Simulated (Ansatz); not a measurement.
# Al₂H (quartet): trial inputs and their diagnosis at scale of all distances = 0.880

3 inputs are run for Al₂H (quartet) as typed; the log has to tell whether the result can be used and what must change.

Program: Ansatz 0.2.0, Gaussian basis. Level of theory: the settings change from run to run. These are calculated values, not measurements.

8 further runs of the same task are left out: 7 that didn't finish, 1 set aside as unsound or not needed.

**1. The system**

The geometry derives from a PBE0/def2-TZVP stationary point (not a proven minimum). All distances are scaled together.

3 atoms, charge 0, spin multiplicity 4.

Atoms are counted from 1 here; the program's logs count them from 0.

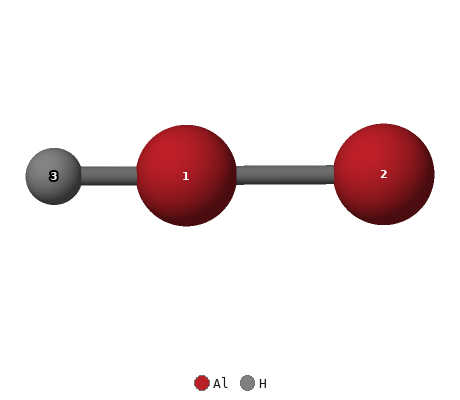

The structure; aluminium red, hydrogen grey; atoms are numbered from 1 in the order of the file.

**2. Try 1**

File in.yaml:

```yaml
crystal:
  periodic: [false, false, false]
  atoms:
    - {symbol: Al, position_ang: [0.000000, 0.000000, 0.227970]}
    - {symbol: Al, position_ang: [0.000000, 0.000000, -1.849197]}
    - {symbol: H, position_ang: [0.000000, 0.000000, 1.621227]}
basis:
  gaussian: {orbitals: 6-31G}
magnetization: {spin_polarized: false, initial_magnetization: 3}
correlation: {active_space: {window: {electrons: 5, orbitals: 5}, states: [{multiplicity: 4, irrep: E1u, weights: [1]}]}}
```

Command:

```bash
$ ansatz run in.yaml --threads 1 --pin off --events-out ev --progress --plain --max-ram 2393MiB
```

The log of the run:

```text
Functional definition: HF
  name "HF"
  cite "Fock, Z. Phys. 61, 126 (1930) doi:10.1007/BF01340294"
  parent pbe
  exchange = exact_x
  correlation = 0
535 factors; integrals over basis functions are off by at most 1.4e-7 eV
mean field evaluation 1: about -13176.1067 eV, gradient 6.4e0 eV
mean field evaluation 2: about -13176.1283 eV, gradient 6.4e0 eV
mean field evaluation 4: about -13177.0095 eV, gradient 1.0e0 eV
mean field evaluation 8: about -13177.0624 eV, gradient 4.5e-3 eV
mean field -13177.06238981 eV, -484.2481110917 hartree, gradient 1.2e-6 eV, S^2 3.750000; 0 other end points of the search recorded, 0 dependent functions left out
reference -13177.06238981 eV, -484.2481110917 hartree; 15, 12 occupied and 13, 16 virtual orbitals, 535 factors
Error: the irrep E1u is not accepted for these orbitals, which take A1, B1, B2, A2, or 1 to 4
```

Wall time 0.21 s (1 thread of Intel Xeon 6975P-C, shared host).

**Diagnosis.** The run stopped with an error. The symmetry label isn't in the molecule's group. Cure: name an irrep that the log lists.

**3. Try 2**

File in.yaml:

```yaml
crystal:
  periodic: [false, false, false]
  atoms:
    - {symbol: Al, position_ang: [0.000000, 0.000000, 0.227970]}
    - {symbol: Al, position_ang: [0.000000, 0.000000, -1.849197]}
    - {symbol: H, position_ang: [0.000000, 0.000000, 1.621227]}
basis:
  gaussian: {orbitals: "6-31++G**"}
magnetization: {spin_polarized: false, initial_magnetization: 3}
hamiltonian: {pseudopotentials: {relativity: none}}
correlation: {method: ccsd_t, frozen_orbitals: {Al: 0}}
```

The command is unchanged.

The log of the run:

```text
Functional definition: HF
  name "HF"
  cite "Fock, Z. Phys. 61, 126 (1930) doi:10.1007/BF01340294"
  parent pbe
  exchange = exact_x
  correlation = 0
Error: "frozen_orbitals" has no count for H
```

It took 0.03 s on 1 thread of Intel Xeon 6975P-C, shared host.

Diagnosis: The run was refused. The frozen-orbital counts are incomplete or too large. To mend it, leave frozen_orbitals out, or give each element a count that its core has.

**4. Try 3**

File in.yaml:

```yaml
crystal:
  periodic: [false, false, false]
  atoms:
    - {symbol: Al, position_ang: [0.000000, 0.000000, 0.430795]}
    - {symbol: Al, position_ang: [0.000000, 0.000000, -3.494428]}
    - {symbol: H, position_ang: [0.000000, 0.000000, 3.063633]}
basis:
  gaussian: {orbitals: 6-31G}
magnetization: {spin_polarized: true, initial_magnetization: 3}
correlation: {method: ccsdt_q_b, electrons: valence, diis_vectors: 1}
output: {forces: true}
```

The command is unchanged.

The log of the run (excerpt; [...] marks lines left out):

```text
Functional definition: HF
  name "HF"
  cite "Fock, Z. Phys. 61, 126 (1930) doi:10.1007/BF01340294"
  parent pbe
[...]
534 factors; integrals over basis functions are off by at most 8.8e-8 eV
[...]
mean field -13176.01458532 eV, -484.2096049870 hartree, gradient 9.3e-6 eV, S^2 3.758262; 25 other end points of the search recorded, 0 dependent functions left out
determinant -13176.01458532 eV, -484.2096049870 hartree, with singles and doubles -13177.75860760 eV, -484.2736966238 hartree
determinant -13175.96099533 eV, -484.2076355914 hartree, with singles and doubles -13177.64746200 eV, -484.2696120982 hartree
determinant -13175.83350753 eV, -484.2029505009 hartree, with singles and doubles -13177.48027792 eV, -484.2634681968 hartree
determinant -13175.45273066 eV, -484.1889572090 hartree, with singles and doubles -13177.46577450 eV, -484.2629352058 hartree
[...]
10 core orbitals not correlated: weight in the atoms' cores, before any rotation towards them, 1.000 or more for the frozen orbitals, at most 0.000 for the correlated occupied ones
reference -13176.01458532 eV, -484.2096049870 hartree; 5, 2 occupied and 13, 16 virtual orbitals, 534 factors
second order -0.99984586 eV of doubles, -0.00000000 eV of singles
cycle   1  -1.40053364 eV  change   -4.0e-1 eV  update   8.4e-2
[...]
cycle  30  -1.79033493 eV  change   -1.3e-8 eV  update   4.3e-8
perturbative correction -0.00120671 eV, -0.0000443458 hartree
[...]
Total energy: -13177.80612696 eV, -484.2754429280 hartree
Atom 0 at     0.000000     0.000000     0.430795 Å, force     0.000000    -0.000000    -0.434904 eV/Å
Atom 1 at     0.000000     0.000000    -3.494428 Å, force    -0.000000     0.000000     0.280400 eV/Å
Atom 2 at     0.000000     0.000000     3.063633 Å, force    -0.000000     0.000000     0.154504 eV/Å
Dipole moment:     0.000000     0.000000    -0.081235 e Å
```

It took 13 s on 1 thread of Intel Xeon 6975P-C, shared host.

What is wrong: The run converged, which proves nothing about the input. The coordinates are scaled by the bohr-ångström factor. The shortest distance is 2.63 Å, against 1.39 Å in the geometry of step 1. Its energy belongs to another geometry. To mend it, restore the coordinates in ångström.

**5. How the runs ended**

| try | level | ended | cause | time |
| --- | --- | --- | --- | --- |
| 1 | CASSCF(5,5)/6-31G | stopped by an error | the symmetry label isn't in the molecule's group | 0.21 s |
| 2 | CCSD(T) on ROHF/6-31++G** | refused | the frozen-orbital counts are incomplete or too large | 0.03 s |
| 3 | CCSDT(Q)/B on UHF/6-31G | converged | the coordinates are scaled by the bohr-ångström factor | 13 s |

1 stopped by an error, 1 refused, 1 converged. The input that converges on a wrong geometry or spin is the dangerous one: no error points at it, so geometry and ⟨S²⟩ have to be checked.
